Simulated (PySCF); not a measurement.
# CCSD(T)/aug-cc-pVDZ run of GeCl2 (SMILES Cl[Ge]Cl)

Aim: the energy change on altering one bond length of GeCl2 at CCSD(T)/aug-cc-pVDZ, from 2 runs. The job is set up through a Python script.

Program for the calculation: PySCF 2.14.0.

2 further runs of the same task are left out: 2 set aside as unsound or not needed.

## 1. The structure to begin with

The species is GeCl2 (3 atoms), meant as a singlet with charge 0. As SMILES, `Cl[Ge]Cl`. The shape is that of a PBE0-D4/def2-TZVP optimisation.

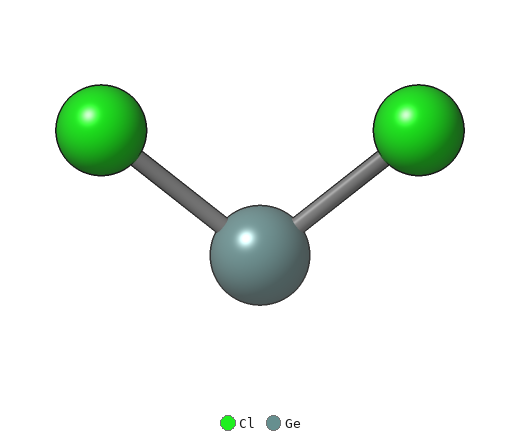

Viewed from a chosen angle; chlorine green, germanium teal.

## 2. The energy at CCSD(T)/aug-cc-pVDZ

The input, start.xyz:

```xyz
3

Cl    -0.065420    -1.681680     0.422740
Ge    -0.421210     0.067170    -0.832020
Cl     0.486630     1.614500     0.409270
```

The input, input.py:

```python
from pyscf import gto, cc

mol = gto.M(
    atom='start.xyz',
    basis='aug-cc-pvdz',
    max_memory=1860,
    verbose=4,
)

mf = mol.RHF()
mf.conv_tol = 1e-10
mf.kernel()
if not mf.converged:
    mf = mf.newton().run(mf.mo_coeff, mf.mo_occ)

mycc = cc.CCSD(mf, frozen=19)
mycc.kernel()
e_t = mycc.ccsd_t()
e_tot = mycc.e_tot + e_t
print('E = %.10f Eh' % e_tot)
```

On the command line:

```console
$ OMP_NUM_THREADS=1 python input.py
```

Standard output:

```text
PySCF version 2.14.0

[INPUT] num. atoms = 3
[INPUT] num. electrons = 66
[INPUT] charge = 0
[INPUT] spin (= nelec alpha-beta = 2S) = 0
[INPUT] symmetry False subgroup None
[INPUT] Mole.unit = angstrom
[INPUT] Symbol           X                Y                Z      unit          X                Y                Z       unit  Magmom
[INPUT]  1 Cl    -0.065420000000  -1.681680000000   0.422740000000 AA   -0.123625883069  -3.177914629159   0.798862821899 Bohr   0.0
[INPUT]  2 Ge    -0.421210000000   0.067170000000  -0.832020000000 AA   -0.795971540928   0.126932903787  -1.572289930161 Bohr   0.0
[INPUT]  3 Cl     0.486630000000   1.614500000000   0.409270000000 AA    0.919597423997   3.050962828110   0.773408211001 Bohr   0.0

nuclear repulsion = 309.669448023499
number of shells = 25
number of NR pGTOs = 186
number of NR cGTOs = 90
basis = aug-cc-pvdz
ecp = {}

******** <class 'pyscf.scf.hf.RHF'> ********
method = RHF
initial guess = minao
damping factor = 0
level_shift factor = 0
DIIS = <class 'pyscf.scf.diis.CDIIS'>
diis_start_cycle = 1
diis_space = 8
diis_damp = 0
SCF conv_tol = 1e-10
SCF conv_tol_grad = None
SCF max_cycles = 50
direct_scf = True
direct_scf_tol = 1e-13
Set gradient conv threshold to 1e-05
Initial guess from minao.
init E= -2993.81977300343
  HOMO = -0.281675091379073  LUMO = -0.0390395789003339  gap/eV = 6.60245
cycle= 1 E= -2994.38105758401  delta_E= -0.561  |g|= 0.382  |ddm|= 1.48
  HOMO = -0.403282511516036  LUMO = -0.0571333476457321  gap/eV = 9.41920
cycle= 2 E= -2994.42560977943  delta_E= -0.0446  |g|= 0.208  |ddm|= 0.667
  HOMO = -0.391514380873313  LUMO = -0.0141757014886359  gap/eV = 10.26791
cycle= 3 E= -2994.43887966005  delta_E= -0.0133  |g|= 0.0232  |ddm|= 0.207
  HOMO = -0.38892896945116  LUMO = -0.00831776735501144  gap/eV = 10.35696
cycle= 4 E= -2994.43942728062  delta_E= -0.000548  |g|= 0.00678  |ddm|= 0.0792
  HOMO = -0.389486805056007  LUMO = -0.00896170714138389  gap/eV = 10.35462
cycle= 5 E= -2994.43948392716  delta_E= -5.66e-05  |g|= 0.00163  |ddm|= 0.0269
  HOMO = -0.389291194850025  LUMO = -0.00882790195116212  gap/eV = 10.35293
cycle= 6 E= -2994.43948745952  delta_E= -3.53e-06  |g|= 0.000492  |ddm|= 0.00585
  HOMO = -0.389290483256766  LUMO = -0.00883908461502436  gap/eV = 10.35261
cycle= 7 E= -2994.43948771497  delta_E= -2.55e-07  |g|= 0.000103  |ddm|= 0.00159
  HOMO = -0.389258132360073  LUMO = -0.00882430727039507  gap/eV = 10.35213
cycle= 8 E= -2994.43948772388  delta_E= -8.91e-09  |g|= 2.57e-05  |ddm|= 0.000233
  HOMO = -0.389258463243775  LUMO = -0.00882593424978317  gap/eV = 10.35210
cycle= 9 E= -2994.43948772456  delta_E= -6.83e-10  |g|= 7.51e-06  |ddm|= 5.96e-05
  HOMO = -0.389258643881816  LUMO = -0.00882671961229442  gap/eV = 10.35208
cycle= 10 E= -2994.43948772459  delta_E= -2.59e-11  |g|= 2.09e-06  |ddm|= 1.47e-05
  HOMO = -0.389258489966789  LUMO = -0.00882661397373807  gap/eV = 10.35208
Extra cycle  E= -2994.43948772461  delta_E= -2.5e-11  |g|= 9.47e-07  |ddm|= 3.35e-06
converged SCF energy = -2994.43948772461

******** <class 'pyscf.cc.ccsd.CCSD'> ********
CC2 = 0
CCSD nocc = 14, nmo = 71
frozen orbitals 19
max_cycle = 50
direct = 0
conv_tol = 1e-07
conv_tol_normt = 1e-05
diis_space = 6
diis_start_cycle = 0
diis_start_energy_diff = 1e+09
Init t2, MP2 energy = -2994.82638799653  E_corr(MP2) -0.38690027191754
Init E_corr(CCSD) = -0.386900271918132
cycle = 1  E_corr(CCSD) = -0.40602021770655  dE = -0.0191199458  norm(t1,t2) = 0.0599552
cycle = 2  E_corr(CCSD) = -0.414509008057142  dE = -0.00848879035  norm(t1,t2) = 0.0195164
cycle = 3  E_corr(CCSD) = -0.415818615606665  dE = -0.00130960755  norm(t1,t2) = 0.0107422
cycle = 4  E_corr(CCSD) = -0.417432315453928  dE = -0.00161369985  norm(t1,t2) = 0.00448778
cycle = 5  E_corr(CCSD) = -0.417284383026104  dE = 0.000147932428  norm(t1,t2) = 0.00122408
cycle = 6  E_corr(CCSD) = -0.41724087396573  dE = 4.35090604e-05  norm(t1,t2) = 0.000402939
cycle = 7  E_corr(CCSD) = -0.417254536022472  dE = -1.36620567e-05  norm(t1,t2) = 0.000147179
cycle = 8  E_corr(CCSD) = -0.417257553481747  dE = -3.01745927e-06  norm(t1,t2) = 4.08537e-05
cycle = 9  E_corr(CCSD) = -0.417256287044947  dE = 1.2664368e-06  norm(t1,t2) = 1.50483e-05
cycle = 10  E_corr(CCSD) = -0.417256452862729  dE = -1.65817782e-07  norm(t1,t2) = 6.04655e-06
cycle = 11  E_corr(CCSD) = -0.417256421326824  dE = 3.15359053e-08  norm(t1,t2) = 2.04907e-06
CCSD converged
E(CCSD) = -2994.856744145938  E_corr = -0.4172564213268236
CCSD(T) correction = -0.0145307024951483
E = -2994.8712748484 Eh
```

It took 43 s on 1 thread of AMD EPYC (Zen 3), shared host; peak memory 0.39 GiB.

## 3. The distorted shape at the same level

The input, geometry.xyz:

```xyz
3
Cl2Ge
Cl     0.219208    -3.080741     1.426534
Ge    -0.421210     0.067170    -0.832020
Cl     0.486630     1.614500     0.409270
```

The input, job.py:

```python
from pyscf import gto, scf, cc

molecule = gto.M(
    atom='geometry.xyz',
    charge=0,
    spin=0,
    max_memory=1860,
    basis='aug-cc-pvdz',
    verbose=3,
)

mf = scf.RHF(molecule)
mf.conv_tol = 1e-10
mf.kernel()
if not mf.converged:
    mf = mf.newton().run(mf.mo_coeff, mf.mo_occ)

mycc = cc.CCSD(mf, frozen=19)
mycc.kernel()
e_t = mycc.ccsd_t()
etot = mycc.e_tot + e_t
print('Final energy', etot)
```

On the command line:

```console
$ OMP_NUM_THREADS=1 python job.py
```

Standard output:

```text
converged SCF energy = -2994.31508298198
E(CCSD) = -2994.73531138506  E_corr = -0.4202284030773625
CCSD(T) correction = -0.0197027940430961
Final energy -2994.7550141791025
```

Wall time 56 s (1 thread of AMD EPYC (Zen 3), shared host); peak memory 0.39 GiB.

## 4. Outcome

Level: CCSD(T)/aug-cc-pVDZ, 19 core orbitals frozen.

| quantity | value |
| --- | --- |
| first shape: total energy | -2994.87127 Eh |
| first shape: dipole moment (Hartree–Fock density) | 2.19 D |
| first shape: HOMO energy (Hartree–Fock orbitals) | -10.59 eV |
| first shape: LUMO energy (Hartree–Fock orbitals) | -0.24 eV |
| first shape: HOMO–LUMO gap (Hartree–Fock orbitals) | 10.35 eV |
| first shape: correlation energy (19 core orbitals frozen) | -431.8 mEh |
| first shape: (T) correction | -14.53 mEh |
| first shape: T1 diagnostic | 0.012 |
| distorted shape: total energy | -2994.75501 Eh |
| distorted shape: dipole moment (Hartree–Fock density) | 13.94 D |
| distorted shape: HOMO energy (Hartree–Fock orbitals) | -8.55 eV |
| distorted shape: LUMO energy (Hartree–Fock orbitals) | -2.63 eV |
| distorted shape: HOMO–LUMO gap (Hartree–Fock orbitals) | 5.92 eV |
| distorted shape: correlation energy (19 core orbitals frozen) | -439.9 mEh |
| distorted shape: (T) correction | -19.70 mEh |
| distorted shape: T1 diagnostic | 0.037 |
| energy change with the Cl1–Ge2 bond stretched from 2.182 to 3.927 Å | 3.164 eV |

**Reading.** One bond (distorted shape) is far stretched, which a spin-restricted single reference describes badly; perturbation theory on it can break down and give far too much correlation. With the Cl1–Ge2 bond stretched from 2.182 to 3.927 Å the energy rises by 3.16 eV (305 kJ/mol). The first shape isn't relaxed at this level, so the change isn't measured from a minimum. A restricted reference can't describe the breaking bond well at this length. Mulliken charges (first shape) of the mean-field density run from -0.53 on Cl1 to +1.06 on Ge2; in a basis this large or diffuse they mean little. The triples (first shape) make up 3.4 % of the correlation energy. The T1 diagnostic (distorted shape) of 0.037 is above the customary mark for such species, so a single reference may not serve. Mulliken charges (distorted shape) of the mean-field density run from -0.80 on Cl1 to +1.21 on Ge2; in a basis this large or diffuse they mean little.
